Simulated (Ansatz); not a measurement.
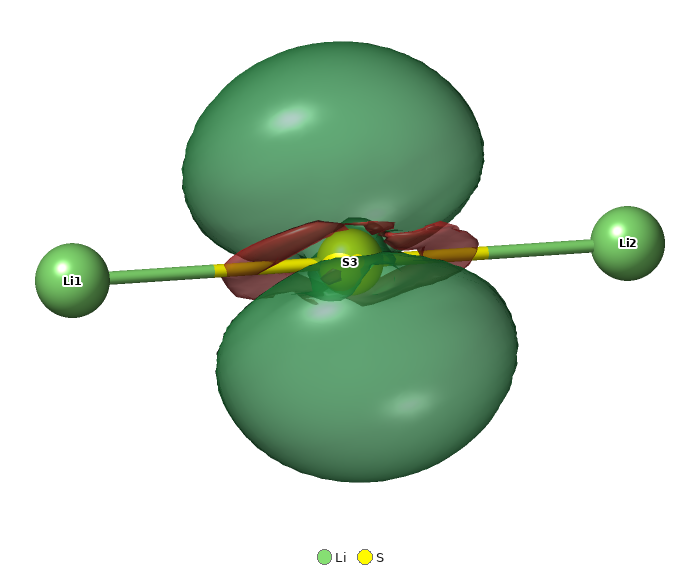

*Li₂S (charge +1, doublet). Isosurfaces of the spin density at +0.02 (green) and −0.02 e/Å³ (red), seen from one side.*

Geometry: r2SCAN-D4/def2-TZVP.

Computed with Ansatz, UKS PBE0-D4/def2-TZVP.

Where is the unpaired spin?

The unpaired spin (1 electron) lies mostly on S3 (about 0.9), in electrons by Hirshfeld's partition.
